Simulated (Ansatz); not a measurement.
```csv
atom,x (Å),y (Å),z (Å)
Hf,0.4662,-0.3828,-0.3395
O,-0.4475,-0.2010,2.7785
H,-1.1499,-0.7922,3.0707
F,1.3232,-0.4595,-2.0301
F,0.0252,1.4614,-0.1627
O,-1.0758,-1.4811,-0.5055
H,-1.8252,-2.0332,-0.7312
Cl,2.1518,-1.3189,1.2279
H,0.3824,-0.6887,2.9824
```

Core potentials replace the inner electrons of Hf; not at a stationary point (largest force 1.3 eV/Å).

Level of theory: RKS PBE0/def2-SVP in Ansatz 0.2.0.

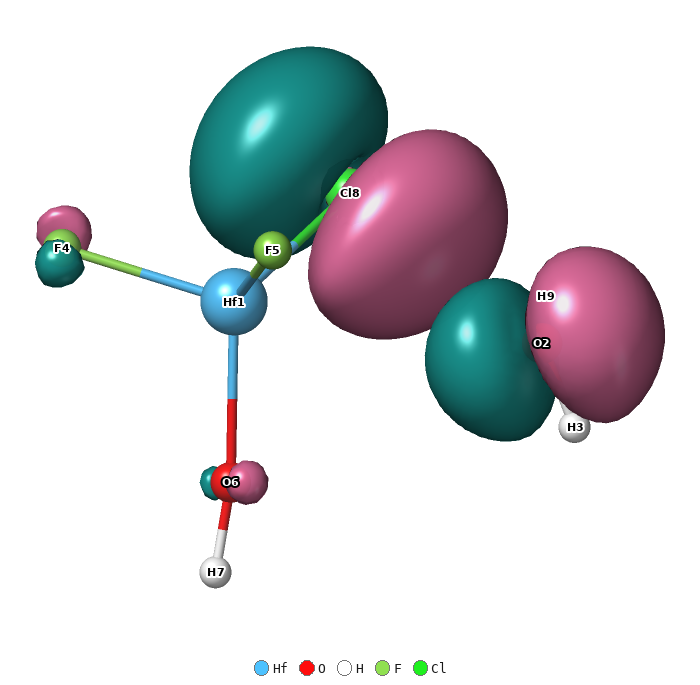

ClF2HHfO···H2O. The HOMO at ±0.1 Å⁻³ᐟ² (teal and pink are the two phases), seen across its widest extent.

### Where does this orbital lie, and at what energy?

It lies mainly on Cl8 (about 60 %) and O2 (about 30 %). Its energy is −8.89 eV.
